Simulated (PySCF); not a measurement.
# C$_{2}$H$_{8}$NO$_{2}$Si$_{2}$ (charge −1): NMR shielding calculation

System: C$_{2}$H$_{8}$NO$_{2}$Si$_{2}$, charge −1, SMILES CC(=O)O[SiH2][N-][SiH3].
Method: GIAO PBE0/pcSseg-1 NMR shielding, non-relativistic, gas phase (PySCF 2.14.0).

The geometry comes from this level: GFN2-xTB. It belongs to a series of runs on one base structure; here: H on Si replaced by OCOCH3. Figures and captions count atoms from 1; the log counts them from 0 in places.

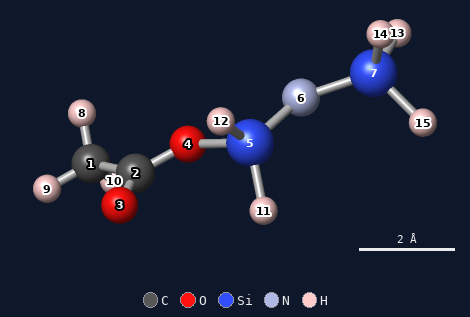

*The structure (ball-and-stick view, seen at a tilt; atoms are numbered from 1 in the order of the input).*

**Input file**
```
{"job": {"kind": "nmr", "xc": "PBE0", "basis": "pcSseg-1"}, "charge": -1, "multiplicity": 1}
C     -3.188717     0.379079    -0.192435
C     -2.017016    -0.539535     0.176192
O     -2.215065    -1.659890     0.599508
O     -0.883495     0.022912    -0.020045
Si     0.667117    -0.667926     0.266360
N      1.658330     0.578601    -0.193155
Si     3.327378     0.713906    -0.220229
H     -3.129740     1.285412     0.405498
H     -4.133792    -0.127062    -0.011990
H     -3.106278     0.654883    -1.241116
H      0.627400    -1.931679    -0.506981
H      0.593831    -1.098638     1.682508
H      3.674291     2.062885    -0.728063
H      4.044274     0.579712     1.082811
H      4.077069    -0.244671    -1.084845
```

The first line tells a small driver script what to run in PySCF; the rest is the geometry in Å.

Run on 1 CPU thread, shared host.

Run as:
```bash
OMP_NUM_THREADS=1 python <driver script> task.json out
```

**The program's output**
```
coarse grid: 13616 points
cycle   1  E = -864.3975732423  dE =  8.422e-01  |g| = 1.149e+00  |ddm| = 3.520e+00
cycle   2  E = -863.7180896187  dE =  6.795e-01  |g| = 2.067e+00  |ddm| = 3.755e+00
cycle   3  E = -864.6488753419  dE = -9.308e-01  |g| = 2.969e-01  |ddm| = 3.028e+00
cycle   4  E = -864.6663485734  dE = -1.747e-02  |g| = 9.753e-02  |ddm| = 3.288e-01
cycle   5  E = -864.6678869055  dE = -1.538e-03  |g| = 2.784e-02  |ddm| = 7.568e-02
cycle   6  E = -864.6680527854  dE = -1.659e-04  |g| = 5.457e-03  |ddm| = 2.244e-02
cycle   7  E = -864.6680589059  dE = -6.120e-06  |g| = 1.930e-03  |ddm| = 5.203e-03
final grid: 122656 points
cycle   8  E = -864.7268274971  dE = -1.315e-05  |g| = 1.017e-02  |ddm| = 1.662e-02
cycle   9  E = -864.7268041220  dE =  2.338e-05  |g| = 1.526e-02  |ddm| = 1.471e-02
cycle  10  E = -864.7268454402  dE = -4.132e-05  |g| = 1.005e-03  |ddm| = 9.312e-03
cycle  11  E = -864.7268456259  dE = -1.857e-07  |g| = 3.687e-04  |ddm| = 1.151e-03
cycle  12  E = -864.7268456502  dE = -2.431e-08  |g| = 1.223e-04  |ddm| = 4.004e-04
cycle  13  E = -864.7268456534  dE = -3.228e-09  |g| = 2.408e-05  |ddm| = 1.194e-04
cycle  14  E = -864.7268456535  dE = -6.548e-11  |g| = 1.523e-05  |ddm| = 2.599e-05
```

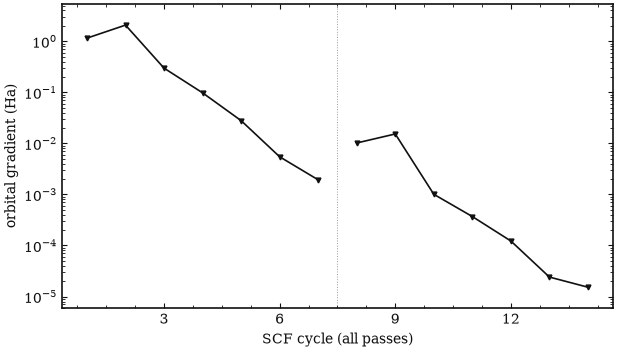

*Convergence of the self-consistent field: orbital gradient against the SCF cycle. The dotted line marks the change from a coarse to the final integration grid.*

The first 7 cycles use a coarse grid, the final grid takes over at cycle 8, and the field converges after 14 cycles in all.

```
converged SCF energy = -864.7268456535

GIAO shielding tensors (ppm)
atom      isotropic    diamagn.    paramagn.     s11        s22        s33       span
  0 C      159.500     248.233     -88.733    129.252    156.632    192.617     63.366
  1 C       14.234     245.222    -230.988    -76.909     42.764     76.849    153.758
  2 O     -109.522     403.618    -513.140   -373.548   -190.690    235.671    609.219
  3 O       95.260     405.000    -309.740    -50.724    158.846    177.657    228.380
  4 Si     400.292     881.105    -480.814    321.212    371.782    507.882    186.671
  5 N      223.539     325.801    -102.262    129.265    245.434    295.919    166.654
  6 Si     439.669     878.821    -439.152    386.318    386.520    546.168    159.850
  7 H       29.700      29.220       0.480     26.335     29.358     33.407      7.073
  8 H       30.568      27.603       2.965     26.854     29.225     35.624      8.770
  9 H       29.696      29.214       0.482     26.339     29.345     33.404      7.064
 10 H       26.104      31.743      -5.639     22.474     25.013     30.826      8.352
 11 H       26.105      31.740      -5.635     22.474     25.014     30.827      8.353
 12 H       26.657      29.340      -2.683     23.179     24.536     32.257      9.078
 13 H       26.342      28.715      -2.373     23.107     23.924     31.994      8.886
 14 H       26.346      28.723      -2.377     23.113     23.927     31.998      8.884
```

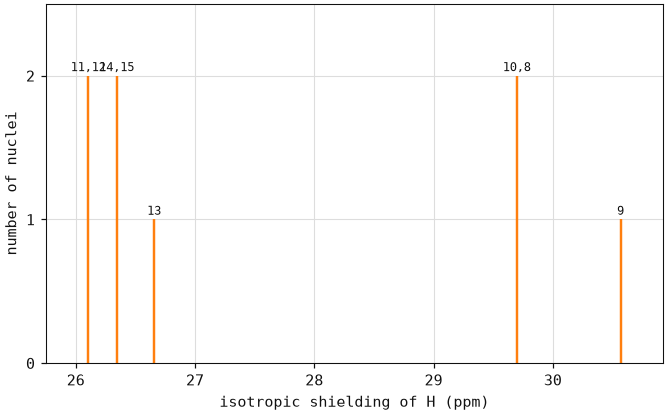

*Isotropic shieldings of the hydrogen nuclei in this fixed geometry, labelled by atom number; shielding grows to the right, so chemical shift grows to the left.*

The least shielded is H11 (26.1 ppm), the most shielded H9 (30.6 ppm).

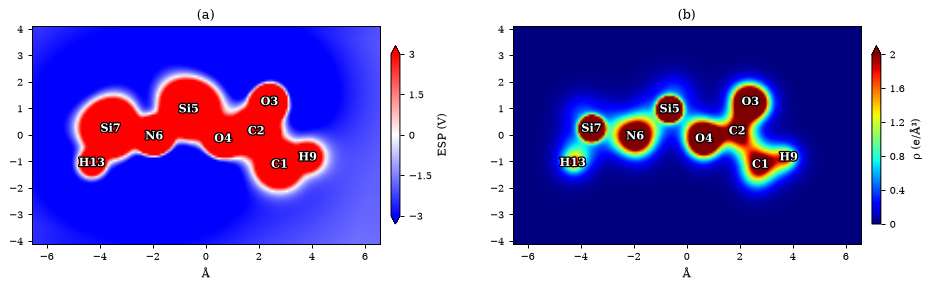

*(a) electrostatic potential; (b) electron density on the plane of atoms C2, O4 and Si5.*

The section cuts through C, O, Si, N and H sites. C–O (1.21 Å): ρ at the midpoint is about 3.3 e/Å³. C–C (1.53 Å): ρ at the midpoint is about 1.7 e/Å³. Si–N (1.66 Å): ρ at the midpoint is about 1.2 e/Å³. Si–O (1.72 Å): ρ at the midpoint is about 0.92 e/Å³. C–H (1.09 Å): ρ is about 2 e/Å³ halfway.

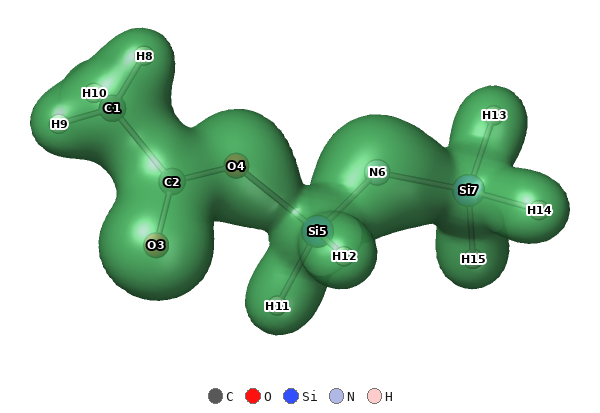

*Isosurface of the electron density at 0.4 e/Å³ (green), seen at a tilt.*

At this value the surface is in one piece. On the grid the lowest density along these lines, outside the cores, is 2.9 e/Å³ (C–O, 1.21 Å), 1.7 e/Å³ (C–C, 1.53 Å), 1.1 e/Å³ (Si–N, 1.66 Å) and 0.74 e/Å³ (Si–O, 1.72 Å).

**Summary**

- outcome: converged
- total energy: −864.726846 hartree
- HOMO: −1.71 eV
- LUMO: 4.23 eV
- isotropic shielding, C: 14.2 to 159.5 ppm
- isotropic shielding, O: −109.5 to 95.3 ppm
- isotropic shielding, Si: 400.3 to 439.7 ppm
- isotropic shielding, N: 223.5 ppm
- isotropic shielding, H: 26.1 to 30.6 ppm
- wall time: 30 s
- peak memory: 0.77 GiB
